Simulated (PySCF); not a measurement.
System: C₃H₅GeN₃O, SMILES O=Cc1c[n]([GeH3])nn1, singlet.

Vertical TDDFT excitations, CAM-B3LYP/def2-SVPD (IEF-PCM benzene), PySCF, at a PBE0-D3(BJ)/def2-SVP geometry (no frequency check).

Where does it absorb, and how strongly?

The lowest singlet lies at 4.07 eV (305 nm, f = 0.000); the brightest of the first 6 is S2 at 5.62 eV (221 nm), f = 0.363, mainly HOMO−1 → LUMO (82 %) (S3 lies within 0.06 eV, too close to order). No singlet lies below 3.1 eV (beyond 400 nm), so at this level no vertical transition falls in the visible.


```
state  E (eV)  λ (nm)      f          main character
   S1    4.07     305  0.000      HOMO → LUMO (75 %)
   S2    5.62     221  0.363    HOMO−1 → LUMO (82 %)
   S3    5.64     220  0.003    HOMO−2 → LUMO (80 %)
   S4    5.88     211  0.007  HOMO−2 → LUMO+1 (66 %)
   S5    6.47     192  0.032  HOMO−1 → LUMO+1 (45 %)
   S6    7.07     175  0.333    HOMO−3 → LUMO (55 %)
```

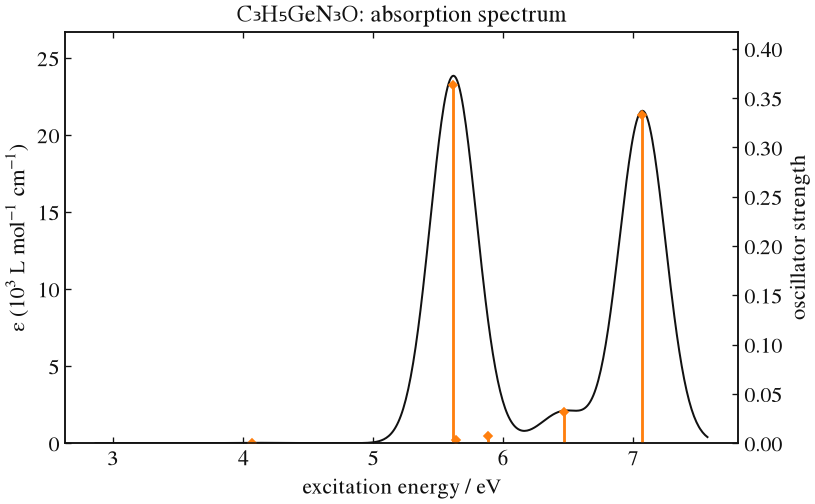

Only the first 6 singlet excitations are included; each is broadened by a Gaussian of 1/e half-width 0.25 eV. Sticks give oscillator strengths (right axis).

Caveats: one conformer of a flexible molecule; core orbitals are frozen in the response.
